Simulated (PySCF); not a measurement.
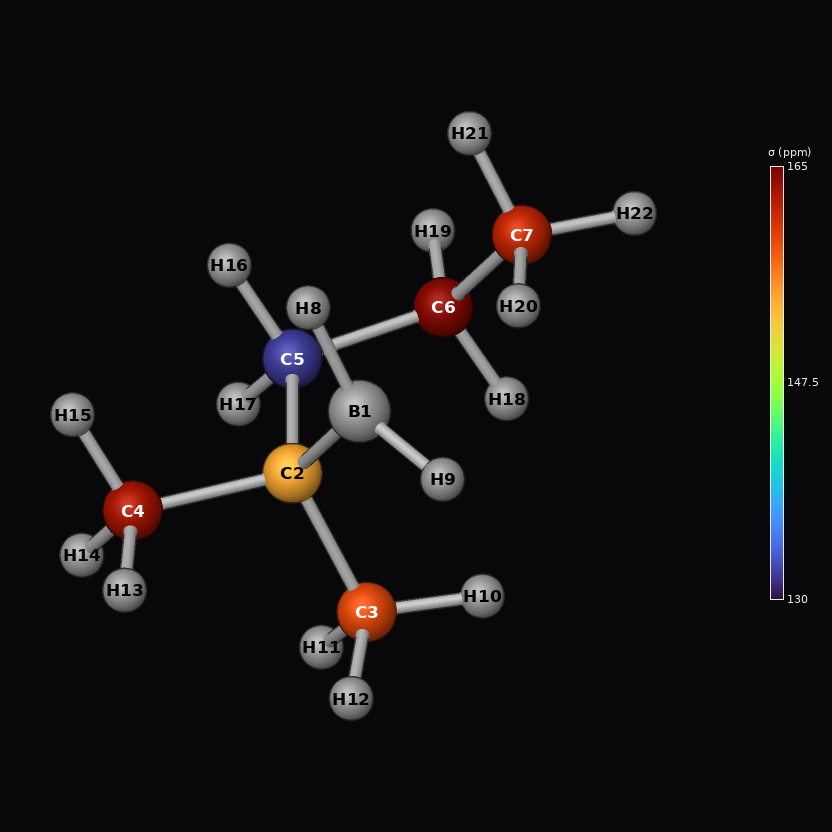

Atoms are coloured by their isotropic NMR shieldings (C only, the others grey). The computed structure is the end point of a GFN2-xTB optimisation. No frequency run is at hand to confirm it as a minimum. Properties computed with GIAO PBE0/pcSseg-1 NMR shielding, non-relativistic, gas phase (PySCF 2.14.0).

List the isotropic NMR shieldings of the C atoms.

| atom | σ (ppm) |
| --- | --- |
| C2 | 154.1 |
| C3 | 159.0 |
| C4 | 162.9 |
| C5 | 132.1 |
| C6 | 164.2 |
| C7 | 161.4 |

The geometry is semi-empirical. Around B such bond lengths and angles can be off by a tenth of an ångström or more and by several degrees, and values that hang on the shape move with them.
